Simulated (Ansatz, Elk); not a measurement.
# Bonding as seen by X-rays: LaFeP

Structure refinements treat a crystal as free atoms side by side. For a made-up structure of LaFeP (cell and positions from a PBEsol relaxation) the runs below show what the calculated density changes in F(hkl).

Calculated with Elk 11.2.3 (patched build); DFT, PBE, all-electron APW+lo, Dirac cores, scalar-relativistic bands, static density, no spin.

The structure was built from a prototype and need not be the compound's stable phase.

### Step 1. The structure

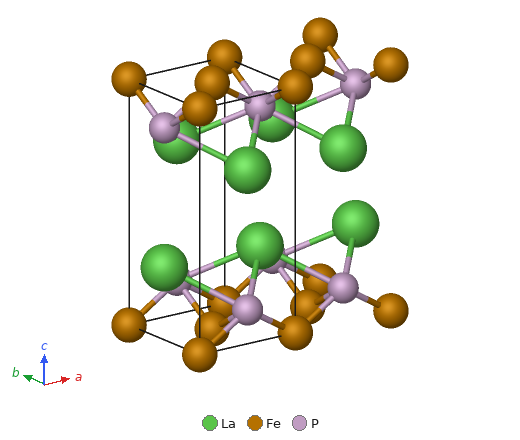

Start, viewed from a free direction; lanthanum green, iron orange, phosphorus pink. 2×1×1 cells are drawn. Some periodic images of atoms are drawn too.

Structure file:

```cif
data_structure
_symmetry_space_group_name_H-M 'P4/nmm:1'
_symmetry_Int_Tables_number 129
_cell_length_a 3.7855
_cell_length_b 3.7855
_cell_length_c 8.2361
_cell_angle_alpha 90.000
_cell_angle_beta 90.000
_cell_angle_gamma 90.000
_cell_volume 118.02
loop_
_atom_site_label
_atom_site_type_symbol
_atom_site_symmetry_multiplicity
_atom_site_Wyckoff_symbol
_atom_site_fract_x
_atom_site_fract_y
_atom_site_fract_z
_atom_site_occupancy
La1 La 2 c 0.00000 0.50000 0.29384 1
Fe1 Fe 2 a 0.50000 0.50000 0.00000 1
P1 P 2 c 0.00000 0.50000 0.86227 1
```

### Step 2. Ground state and structure factors

An all-electron density is needed, since X-rays see the cores too. Task 0 finds the density and task 195 Fourier-transforms it; tshift is off so that phases refer to the origin typed.

elk.in reads:

```
tasks
  0
  195

xctype
  20

spinpol
  .false.

rgkmax
  7.0

gmaxvr
  14.0

lmaxo
  7

lmaxapw
  8

swidth
  0.002

tshift
  .false.

ramdisk
  .false.

hmaxvr
  5.5

maxscl
  120

epspot
  1e-06

sppath
  './'

avec
  7.15347623036 -0.00000000000 0.00000000000
  0.00000000000 7.15347623036 -0.00000000000
  0.00000000000 -0.00000000000 15.56403518571

atoms
  3
  'La.in'
  2
  -0.0000000000 0.5000000000 0.2938361393   0.000000 0.000000 0.000000
  0.5000000000 -0.0000000000 0.7061638607   0.000000 0.000000 0.000000
  'Fe.in'
  2
  0.5000000000 0.5000000000 0.0000000000   0.000000 0.000000 0.000000
  0.0000000000 0.0000000000 -0.0000000000   0.000000 0.000000 0.000000
  'P.in'
  2
  0.0000000000 0.5000000000 0.8622711292   0.000000 0.000000 0.000000
  0.5000000000 0.0000000000 0.1377288708   0.000000 0.000000 0.000000

ngridk
  6 6 3
```

Started as:

```sh
$ OMP_NUM_THREADS=4 elk
```

Numbers of over 12 decimals in the logs are rounded to 6 here.

The log of the run:

```text
┌─────────────────────────┐
│ Elk code version 11.2.3 │
└─────────────────────────┘

All units are atomic (Hartree, Bohr, etc.)

┌─────────────────────────────────────────────────┐
│ Ground-state run starting from atomic densities │
└─────────────────────────────────────────────────┘

Lattice vectors :
   7.153476230      -0.000000000       0.000000000
   0.000000000       7.153476230      -0.000000000
   0.000000000      -0.000000000       15.56403519

Reciprocal lattice vectors :
  0.8783401391      -0.000000000      -0.000000000
   0.000000000      0.8783401391       0.000000000
   0.000000000       0.000000000      0.4036989914

Unit cell volume      :    796.4462665
Brillouin zone volume :   0.3114462631

Muffin-tin inner radius fraction :   0.1000000000E-01

Nuclei treated as point charges

Species : 1 (La)
 parameters loaded from : La.in
 name : lanthanum
 nuclear charge    :   -57.00000000
 electronic charge :    57.00000000
 atomic mass :    253209.2366
 muffin-tin radius :    2.800000000
 number of radial points in muffin-tin :   1393
 inner part over the whole radius :   0.9924947902E-02
 number on inner part of muffin-tin    :    996
 approximate nuclear radius :   0.9226798129E-04
 number of mesh points to nuclear radius :    505
 atomic positions (lattice), magnetic fields (Cartesian) :
  1 :   0.00000000  0.50000000  0.29383614    0.00000000  0.00000000  0.00000000
  2 :   0.50000000  0.00000000 -0.29383614    0.00000000  0.00000000  0.00000000

Species : 2 (Fe)
 parameters loaded from : Fe.in
 name : iron
 nuclear charge    :   -26.00000000
 electronic charge :    26.00000000
 atomic mass :    101799.2075
 muffin-tin radius :    2.149518257
 number of radial points in muffin-tin :    993
 inner part over the whole radius :   0.9908838218E-02
 number on inner part of muffin-tin    :    698
 approximate nuclear radius :   0.7160107270E-04
 number of mesh points to nuclear radius :    334
 atomic positions (lattice), magnetic fields (Cartesian) :
  1 :   0.50000000  0.50000000  0.00000000    0.00000000  0.00000000  0.00000000
  2 :   0.00000000  0.00000000  0.00000000    0.00000000  0.00000000  0.00000000

Species : 3 (P)
 parameters loaded from : P.in
 name : phosphorus
 nuclear charge    :   -15.00000000
 electronic charge :    15.00000000
 atomic mass :    56461.71230
 muffin-tin radius :    1.970391736
 number of radial points in muffin-tin :    793
 inner part over the whole radius :   0.9937459830E-02
 number on inner part of muffin-tin    :    552
 approximate nuclear radius :   0.6081821256E-04
 number of mesh points to nuclear radius :    250
 atomic positions (lattice), magnetic fields (Cartesian) :
  1 :   0.00000000  0.50000000 -0.13772887    0.00000000  0.00000000  0.00000000
  2 :   0.50000000  0.00000000  0.13772887    0.00000000  0.00000000  0.00000000

Total number of atoms per unit cell :    6
Total muffin-tin volume :    331.1961701
 ratio of muffin-tin to unit cell volume :   0.4158424541

Spin treatment :
 spin-unpolarised

Number of Bravais lattice symmetries :   16
Number of crystal symmetries         :   16
Crystal has no inversion symmetry
Complex Hermitian eigensolver will be used

k-point grid :      6     6     3
k-point offset :    0.000000000       0.000000000       0.000000000
k-point set is reduced with full crystal symmetry group
Total number of k-points :       20

Muffin-tin radius times maximum |G+k| :    7.000000000
 using average radius
Maximum |G+k| for APW functions       :    3.034721553
Maximum (1/2)|G+k|²                   :    4.604767452
Maximum |G| for potential and density :    14.00000000
Constant for pseudocharge density :   10
 order of it for each species :   17  17  17
 order of it for pair densities of each species (exact exchange by exxq0 0: 18) :   14   8   5
Radial integration step length :    1

G-vector grid sizes :     32    32    70
Number of G-vectors :    36845

Maximum angular momentum used for
 APW functions            :    8
 outer part of muffin-tin :    7
[...]
correlation                 :     -9.982166
 electron entropic           :    -0.17202434478906E-02
 total energy                :     -20229.177746332

Density of states at Fermi energy :    129.3381929
 (states/Hartree/unit cell)

Estimated indirect band gap :   0.2005631649E-03
 from k-point 20 to k-point 18
Estimated direct band gap   :   0.3779828150E-02
 at k-point 5

Charges :
 core                        :    132.0000000
 valence                     :    64.00000000
 interstitial                :    10.27341117
 muffin-tins (core leakage)
  species : 1 (La)
[...]
species : 2 (Fe)
[...]
species : 3 (P)
[...]
total in muffin-tins        :    185.7265888
 total calculated charge     :    195.9971463
 total charge                :    196.0000000
 error                       :   0.2853687658E-02

RMS change in Kohn-Sham potential (target) :   0.6074378618     (  0.1000000000E-05)
Absolute change in total energy (target)   :   0.2864151377     (  0.1000000000E-03)

[... loops 3 to 18 left out ...]

┌──────────────────┐
│ Loop number : 19 │
└──────────────────┘

Energies :
 Fermi                       :     0.351232
 sum of occupied eigenvalues :     -12326.336855123
 electron kinetic            :      21454.770824632
 core electron kinetic       :      21047.827873144
 Coulomb                     :     -41113.184006383
 Coulomb potential           :     -33042.263592241
 nuclear-nuclear             :     -1950.6480400476
 electron-nuclear            :     -45325.253960333
 Hartree                     :      6162.7179939978
 Madelung                    :     -24592.052210262
 xc potential                :     -738.84408751306
 exchange                    :     -556.91816585908
 correlation                 :     -9.968787
 electron entropic           :    -0.78212249350980E-03
 total energy                :     -20225.300916848

Density of states at Fermi energy :    56.75735629
 (states/Hartree/unit cell)

Estimated indirect band gap :   0.7504506389E-03
 from k-point 5 to k-point 2
Estimated direct band gap   :   0.6720633707E-02
 at k-point 2

Charges :
 core                        :    132.0000000
 valence                     :    64.00000000
 interstitial                :    11.43539335
 muffin-tins (core leakage)
  species : 1 (La)
[...]
species : 2 (Fe)
[...]
species : 3 (P)
[...]
total in muffin-tins        :    184.5646066
 total calculated charge     :    195.9971078
 total charge                :    196.0000000
 error                       :   0.2892227995E-02

RMS change in Kohn-Sham potential (target) :   0.3081438924E-06 (  0.1000000000E-05)
Absolute change in total energy (target)   :   0.3619074778E-04 (  0.1000000000E-03)

Convergence targets achieved

┌──────────────────┐
│ Loop number : 20 │
└──────────────────┘

Energies :
 Fermi                       :     0.351232
 sum of occupied eigenvalues :     -12326.336893760
 electron kinetic            :      21454.770776727
 core electron kinetic       :      21047.827838175
 Coulomb                     :     -41113.183989796
 Coulomb potential           :     -33042.263598975
 nuclear-nuclear             :     -1950.6480400476
 electron-nuclear            :     -45325.253924044
 Hartree                     :      6162.7179742961
 Madelung                    :     -24592.052190308
 xc potential                :     -738.84407151261
 exchange                    :     -556.91816477312
 correlation                 :     -9.968787
 electron entropic           :    -0.78212490753109E-03
 total energy                :     -20225.300947042

Density of states at Fermi energy :    56.75753554
 (states/Hartree/unit cell)

Estimated indirect band gap :   0.7504475773E-03
 from k-point 5 to k-point 2
Estimated direct band gap   :   0.6720595211E-02
 at k-point 2

Charges :
 core                        :    132.0000000
 valence                     :    64.00000000
 interstitial                :    11.43539368
 muffin-tins (core leakage)
  species : 1 (La)
[...]
species : 2 (Fe)
[...]
atom 2                    :    24.77068910     ( -0.2194853330E-06)
  species : 3 (P)
   atom 1                    :    12.81114077     (  0.1210456609E-02)
   atom 2                    :    12.81114077     (  0.1210456609E-02)
 total in muffin-tins        :    184.5646063
 total calculated charge     :    195.9971078
 total charge                :    196.0000000
 error                       :   0.2892228049E-02

┌──────────────────────────────┐
│ Self-consistent loop stopped │
└──────────────────────────────┘

Warning : core states of species 1 leak from the muffin-tin :   0.2210348742E-03

Warning : core states of species 3 leak from the muffin-tin :   0.1210456609E-02

Wrote STATE.OUT
```

Elapsed: 54 s, on 4 threads of Arm Neoverse V1, shared host; peak memory 0.26 GiB.

SFACRHO.OUT:

```text

h k l indices transformed by vhmat matrix:
   1.000000000       0.000000000       0.000000000    
   0.000000000       1.000000000       0.000000000    
   0.000000000       0.000000000       1.000000000    

      h      k      l  multipl.   |H|            Re(F)            Im(F)           |F|

      0      0      0      1   0.0000000       196.00000      0.20407218E-16   196.00000    
      0      0     -1      2  0.40369899       39.175690      0.11052912E-13   39.175690    
      0      0      2      2  0.80739798      -44.283161     -0.35921965E-13   44.283161    
      1      0      0      4  0.87834014       0.0000000      0.97203284E-14  0.97203284E-14
      0      1      1      4  0.96667175      0.10362105E-13  -75.985968       75.985968    
      1      0      1      4  0.96667175     -0.13816140E-13   75.985968       75.985968    
      0      1     -2      4   1.1930519     -0.23314737E-13  -70.241170       70.241170    
      0      1      2      4   1.1930519     -0.21069614E-13   70.241170       70.241170    
      0      0     -3      2   1.2110970       91.021114     -0.60791018E-13   91.021114    
     -1      1      0      4   1.2421605      -72.408643      0.34544573E-14   72.408643    
      1      1      1      8   1.3061147       51.682969     -0.13816140E-14   51.682969    
     -1     -1     -2      8   1.4815041       115.97745     -0.30395509E-13   115.97745    
     -1      0      3      4   1.4960740      0.56646175E-13  -69.253906       69.253906    
      0     -1      3      4   1.4960740     -0.35921965E-13   69.253906       69.253906    
      0      0      4      2   1.6147960       57.090874      0.38685193E-13   57.090874    
      1      1      3      8   1.7348541      -9.8822564     -0.38685193E-13   9.8822564    
      2      0      0      4   1.7566803       136.14827     -0.16644172E-13   136.14827    
      0     -2      1      4   1.8024701       24.351889      -0.0000000       24.351889
```

Elk indexes on the primitive cell of elk.in and gives |H| = 4π sin θ/λ in inverse bohr. Below, one row stands for each form hkl of the conventional cell (m members, Friedel mates merged), F is for one primitive cell and the density is static (no thermal factor). Free-atom factors are Waasmaier and Kirfel's, and R is Σm||F|−|F'||/Σm|F|.

```
hkl   m  sin θ/λ (Å⁻¹)  abs F, DFT  neutral atoms   diff.  abs of complex diff.
001   2          0.061      39.176         38.712  +0.464                 0.464
002   2          0.121      44.283         44.223  +0.060                 0.060
100   4          0.132       0.000          0.000  +0.000                 0.000
101   8          0.145      75.986         76.082  -0.096                 0.096
102   8          0.179      70.241         70.126  +0.115                 0.115
003   2          0.182      91.021         91.185  -0.164                 0.164
110   4          0.187      72.409         72.431  -0.023                 0.023
111   8          0.196      51.683         51.571  +0.112                 0.112
112   8          0.223     115.978        116.240  -0.262                 0.262
103   8          0.225      69.254         69.272  -0.018                 0.018
004   2          0.243      57.091         57.660  -0.570                 0.570
113   8          0.261       9.882          9.250  +0.632                 0.632
200   4          0.264     136.148        136.425  -0.277                 0.277
201   8          0.271      24.352         24.808  -0.456                 0.456
104   8          0.276      77.838         77.864  -0.026                 0.026
202   8          0.291      36.739         36.354  +0.385                 0.385
210   8          0.295       0.000          0.000  +0.000                 0.000
211  16          0.301      62.356         62.200  +0.157                 0.157
```

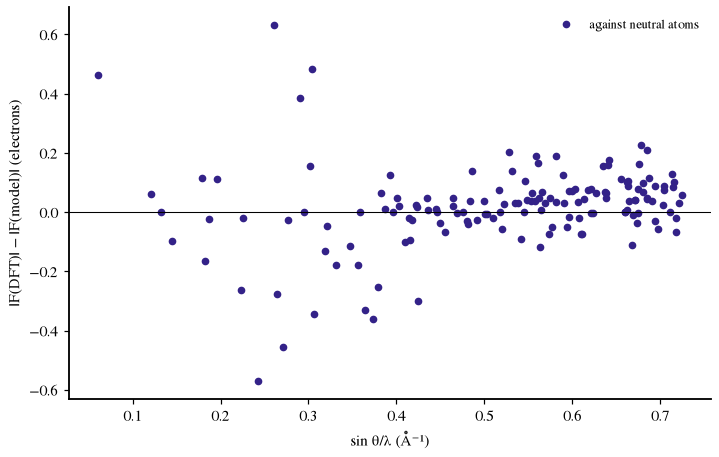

Difference between the calculated structure factors and the independent-atom ones.

### Step 3. The highest occupied states alone

An energy window below the Fermi level keeps the highest occupied states, to see at which angles they scatter; shallow core shells can lie inside it and anion s states outside. No new self-consistency is needed.

Changes to elk.in since step 2:

```diff
@@ -1,3 +1,2 @@
 tasks
-  0
   195
@@ -40,2 +39,5 @@
 
+wsfac
+  -0.200010 0.651230
+
 sppath
```

Started as:

```sh
$ OMP_NUM_THREADS=4 elk
```

The log of the run:

```text
┌─────────────────────────────────┐
│ Elk code version 11.2.3 started │
└─────────────────────────────────┘

Info(readinput): the functional depends on the density's gradient
 muffin-tin radial points multiplied by    2.00000
 (not where nrmtscf is given)

┌────────────────────┐
│ Current task : 195 │
└────────────────────┘
Info(checkmt): changed muffin-tin radius of species 2 (Fe) from   2.4000 to   2.1495
Info(checkmt): changed muffin-tin radius of species 3 (P) from   2.2000 to   1.9704

Info(sfacrho): density structure factors written to SFACRHO.OUT

 Energy window :  -0.2000100000      0.6512300000

┌──────────────────┐
│ Elk code stopped │
└──────────────────┘
```

The job ended after 18 s (4 threads; peak memory 0.17 GiB).

States within 15 eV below the Fermi level hold 32.00 electrons; any levels below the window count with the cores. Their amplitudes can exceed the total, where window and core parts have opposite phase:

```
hkl  sin θ/λ (Å⁻¹)  abs F, window  abs F, all
001          0.061         19.200      39.176
002          0.121          9.536      44.283
100          0.132          0.000       0.000
101          0.145          2.629      75.986
102          0.179          2.973      70.241
003          0.182          6.562      91.021
110          0.187          5.670      72.409
111          0.196          6.900      51.683
112          0.223          7.372     115.978
103          0.225          0.831      69.254
```

### Step 4. Another functional

The difference from free atoms is small, so it is set against the change that LDA (Perdew-Wang) makes.

Changes to elk.in since step 3:

```diff
@@ -1,2 +1,3 @@
 tasks
+  0
   195
@@ -4,3 +5,3 @@
 xctype
-  20
+  3
 
@@ -39,5 +40,2 @@
 
-wsfac
-  -0.200010 0.651230
-
 sppath
```

Started as:

```sh
$ OMP_NUM_THREADS=4 elk
```

The log of the run:

```text
┌─────────────────────────┐
│ Elk code version 11.2.3 │
└─────────────────────────┘

All units are atomic (Hartree, Bohr, etc.)

┌─────────────────────────────────────────────────┐
│ Ground-state run starting from atomic densities │
└─────────────────────────────────────────────────┘

Lattice vectors :
   7.153476230      -0.000000000       0.000000000
   0.000000000       7.153476230      -0.000000000
   0.000000000      -0.000000000       15.56403519

Reciprocal lattice vectors :
  0.8783401391      -0.000000000      -0.000000000
[...]
species : 3 (P)
   atom 1                    :    12.81428883     (  0.1230575890E-02)
   atom 2                    :    12.81428883     (  0.1230575890E-02)
 total in muffin-tins        :    184.6173576
 total calculated charge     :    195.9970654
 total charge                :    196.0000000
 error                       :   0.2934629903E-02

┌──────────────────────────────┐
│ Self-consistent loop stopped │
└──────────────────────────────┘

Warning : core states of species 1 leak from the muffin-tin :   0.2204187511E-03

Warning : core states of species 3 leak from the muffin-tin :   0.1230575890E-02

Wrote STATE.OUT
[key lines of the parts left out:]
total energy                :     -20205.917101352
```

It took 37 s on 4 threads; peak memory 0.17 GiB.

Against the first run R = 0.04 %; the largest change is -0.056 at 330.

### Step 5. Basis size

A smaller basis shows how fast F responds to it; the change is likely larger than the basis error of the first run, but doesn't show convergence.

Changes to elk.in since step 4:

```diff
@@ -5,3 +5,3 @@
 xctype
-  3
+  20
 
@@ -11,3 +11,3 @@
 rgkmax
-  7.0
+  5.5
```

Started as:

```sh
$ OMP_NUM_THREADS=4 elk
```

The log of the run:

```text
┌─────────────────────────┐
│ Elk code version 11.2.3 │
└─────────────────────────┘

All units are atomic (Hartree, Bohr, etc.)

┌─────────────────────────────────────────────────┐
│ Ground-state run starting from atomic densities │
└─────────────────────────────────────────────────┘

Lattice vectors :
   7.153476230      -0.000000000       0.000000000
   0.000000000       7.153476230      -0.000000000
   0.000000000      -0.000000000       15.56403519

Reciprocal lattice vectors :
  0.8783401391      -0.000000000      -0.000000000
[...]
species : 3 (P)
   atom 1                    :    12.78950090     (  0.1205220004E-02)
   atom 2                    :    12.78950090     (  0.1205220004E-02)
 total in muffin-tins        :    184.2724317
 total calculated charge     :    195.9972197
 total charge                :    196.0000000
 error                       :   0.2780339722E-02

┌──────────────────────────────┐
│ Self-consistent loop stopped │
└──────────────────────────────┘

Warning : core states of species 1 leak from the muffin-tin :   0.2206369234E-03

Warning : core states of species 3 leak from the muffin-tin :   0.1205220004E-02

Wrote STATE.OUT
[key lines of the parts left out:]
total energy                :     -20225.083281538
```

The job ended after 45 s (4 threads; peak memory 0.25 GiB; 1.9 min of CPU time).

Against the first run R = 0.05 %; the largest change is +0.156 at 220.

### Step 6. Settings against the effect

```
              run  R against the first run (%)  R against neutral atoms, low angle (%)  wall time
    PBE, rgkmax 7                         0.00                                    0.37       54 s
LDA (Perdew-Wang)                         0.04                                    0.36       37 s
       rgkmax 5.5                         0.05                                    0.40       45 s
```

### Step 7. What came out

```yaml
r_against_neutral_atoms_sin_theta_lambda_0p3_a_minus1: 0.37 %
r_against_neutral_atoms_0p3_to_0p72_a_minus1: 0.17 %
```

**Reading.** Independent neutral atoms miss the calculated amplitudes by R = 0.37 % below 0.3 Å⁻¹ and 0.17 % from there to 0.72 Å⁻¹; by shells, 0.23 % below 0.15 Å⁻¹ (3 forms), 0.39 % 0.15 to 0.3 (12 forms), 0.18 % 0.3 to 0.45 (28 forms), 0.17 % above 0.45 (98 forms). Bonding, aspherical density and the tables' own atoms all enter these figures, and the runs don't part them. The largest change of an amplitude is +0.63 electrons, at 113. The window's part falls from 32.0 electrons at the origin to at most 2.25 between 0.45 and 0.72 Å⁻¹, where compact states inside the window still scatter. Below 0.3 Å⁻¹ the changes that finished (LDA (Perdew-Wang) and rgkmax 5.5) move F by R = 0.07 % at most, against the 0.37 % that separates it from free atoms. The k-mesh has no finished test. These runs have no spin, though d or f shells may be open. Part of the difference isn't bonding: the tables are fits to free atoms and ions calculated by other methods than this functional. Thermal motion, anomalous dispersion and extinction are left out.

[Logs are printed without paths, hosts, clocks, repeated set-up lines and the standing remarks that a program may print on its own settings, such as how far it seeks lower states.]

[Hosts, paths, dates, database ids (printed as entryN), source tags and the programs' standing remarks are cut or masked in the printed files.]
